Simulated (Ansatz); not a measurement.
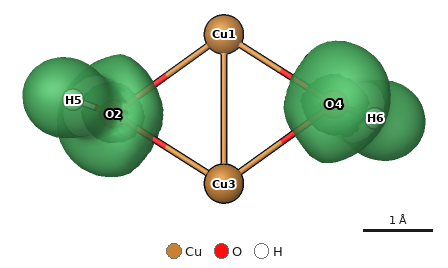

The picture shows: Cu2H2O2. Isosurface of the ELF at 0.75 (green), seen at a tilt. Core shells and regions of very low density are left out.

Geometry: PBE-D4/def2-SVP.

Method: RKS PBE0-D4/def2-TZVP in Ansatz.

Input

```
crystal:
  periodic: [false, false, false]
  atoms:
    - {symbol: Cu, position_ang: [0.879372, -0.143295, 0.695393]}
    - {symbol: O, position_ang: [-0.148784, 1.544429, 0.506024]}
    - {symbol: Cu, position_ang: [-0.880547, 0.142406, -0.693998]}
    - {symbol: O, position_ang: [0.149296, -1.544407, -0.506690]}
    - {symbol: H, position_ang: [-0.724283, 1.729467, 1.273196]}
    - {symbol: H, position_ang: [0.724955, -1.728610, -1.273924]}
basis:
  gaussian: {orbitals: def2-TZVP, initial_orbitals: start.molden}
hamiltonian: {xc: pbe0, dispersion: d4}
scf: {omitted_lower_state_checks: [starts]}
output: {orbitals: {seedname: orbitals}}
```

Launched as:

```sh
ansatz run in.yaml --threads 2 --pin off --events-out ev --progress --plain --max-ram 4352MiB
```

**Identify the bonds, lone pairs and shells in this picture.**

The surface consists of two joined regions spread over several atoms (H, O), in which their bonds and any lone pairs are merged.

Values along the shortest contacts:
Cu–O (1.99 Å): the ELF peaks at about 0.85 in the valence shell of O, 0.6 Å from its nucleus, and is about 0.15 at the midpoint. Cu–Cu (2.26 Å): the ELF is about 0.10 at the midpoint.
